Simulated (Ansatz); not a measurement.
**CH₆BClOSi: one change and its effect**

System: CH₆BClOSi.
Method of the first run: RKS SPW92 (LDA)/def2-TZVPP (Ansatz 0.2.0).

The geometry comes from this level: PBE0-D4/def2-TZVP. Text and figures count atoms from 1; the logs count them from 0 in places.

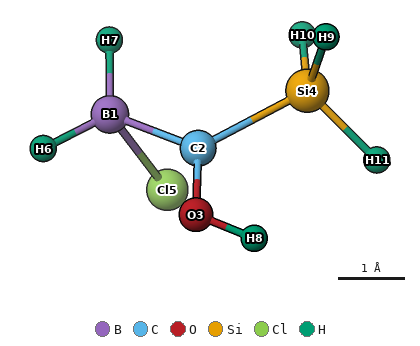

Figure 1. The structure (ball-and-stick view, seen at an oblique angle; atoms are numbered from 1 in the order of the input).

## The input, the first run
```yaml
crystal:
  periodic: [false, false, false]
  atoms:
    - {symbol: B, position_ang: [-0.632829, 1.538413, 0.049218]}
    - {symbol: C, position_ang: [-0.396690, 0.018274, 0.333744]}
    - {symbol: O, position_ang: [-1.284703, -0.649387, 1.043719]}
    - {symbol: Si, position_ang: [1.196318, -0.860171, -0.215962]}
    - {symbol: Cl, position_ang: [-1.167430, 0.568235, -1.609313]}
    - {symbol: H, position_ang: [-1.593182, 2.042720, 0.550225]}
    - {symbol: H, position_ang: [0.335277, 2.194986, -0.206377]}
    - {symbol: H, position_ang: [-1.145991, -1.605266, 0.995824]}
    - {symbol: H, position_ang: [2.036437, -0.975408, 1.006804]}
    - {symbol: H, position_ang: [1.890756, -0.096293, -1.268937]}
    - {symbol: H, position_ang: [0.827537, -2.233301, -0.658544]}
basis:
  gaussian: {orbitals: def2-TZVPP}
hamiltonian: {xc: lda}
output: {orbitals: {seedname: orbitals}}
```

Command:
```bash
ansatz run in.yaml --threads 4 --pin off --events-out ev --progress --plain --max-ram 10444MiB
```

Hardware: 4 threads of Arm Neoverse V2, 23 GiB of memory available, shared host.

## Output (the first run)
```
Functional definition: SPW92
  exchange = slater_x
  correlation = pw_c
1436 factors; their error is unknown
mean field evaluation 1: about -24143.0032 eV, gradient 7.0e1 eV
mean field evaluation 2: about -24102.0238 eV, gradient 1.5e2 eV
mean field evaluation 4: about -24153.8856 eV, gradient 2.3e1 eV
mean field evaluation 8: about -24154.8584 eV, gradient 3.1e-1 eV
mean field evaluation 16: about -24154.8239 eV, gradient 3.9e-4 eV
mean field -24154.82394597 eV, -887.6734072868 hartree, gradient 8.3e-5 eV, S^2 0.000000; 0 other end points of the search recorded, 0 dependent functions left out
reference -24154.82399043 eV, -887.6734089207 hartree; 28, 28 occupied and 233, 233 virtual orbitals, 1436 factors
Total energy: -24154.82399043 eV, -887.6734089207 hartree
```

The second run used a changed input.

## The two runs side by side

| quantity | the first run | the second run |
| --- | --- | --- |
| outcome | converged | converged |
| total energy (hartree) | −887.673409 | −891.221865 |
| HOMO (eV) | −6.99 | −11.05 |
| LUMO (eV) | −3.06 | 0.46 |
| basis functions | 261 | 261 |
| wall time (shared host) | 1.2 s | 2.4 s |

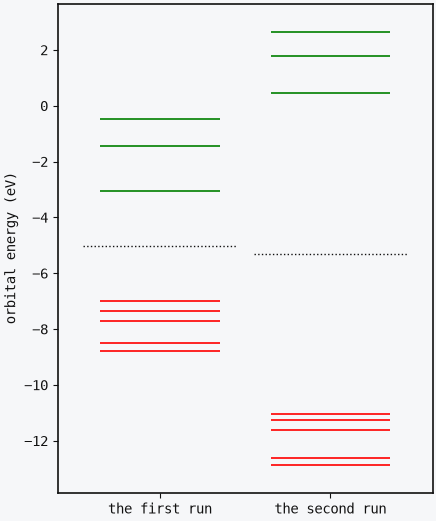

Figure 2. The five highest filled and three lowest empty orbital energies of the two runs; the dotted lines part filled from empty levels. The HOMO–LUMO gap is 3.93 eV in the first run and 11.51 eV in the second run.

Which change of the input explains these differences?

The change (lines with − go, lines with + come):
```diff
-hamiltonian: {xc: lda}
+hamiltonian: {xc: {name: LC-wPBE}}
```

The total energies belong to different methods, so their difference says nothing on which is more stable or more accurate. The HOMO goes from −6.99 to −11.05 eV. The LUMO goes from −3.06 to 0.46 eV.

## Output (the second run)
```
Functional definition: LC-wPBE
  parameter omega = 0.4/bohr
  exchange = pbe_x_sr(omega) + exact_x_lr(omega)
  correlation = pbe_c
1436 factors; their error is unknown
451 factors; integrals over basis functions are off by at most 2.7e-5 eV
mean field evaluation 1: about -24248.8011 eV, gradient 3.6e1 eV
mean field evaluation 2: about -24249.5128 eV, gradient 3.5e1 eV
mean field evaluation 4: about -24251.4067 eV, gradient 1.7e0 eV
mean field evaluation 8: about -24251.4174 eV, gradient 4.8e-2 eV
mean field evaluation 16: about -24251.3824 eV, gradient 1.2e-4 eV
mean field -24251.38240170 eV, -891.2218650852 hartree, gradient 4.4e-5 eV, S^2 0.000000; 0 other end points of the search recorded, 0 dependent functions left out
reference -24251.38240171 eV, -891.2218650855 hartree; 28, 28 occupied and 233, 233 virtual orbitals, 1436 factors
Total energy: -24251.38240171 eV, -891.2218650855 hartree
```
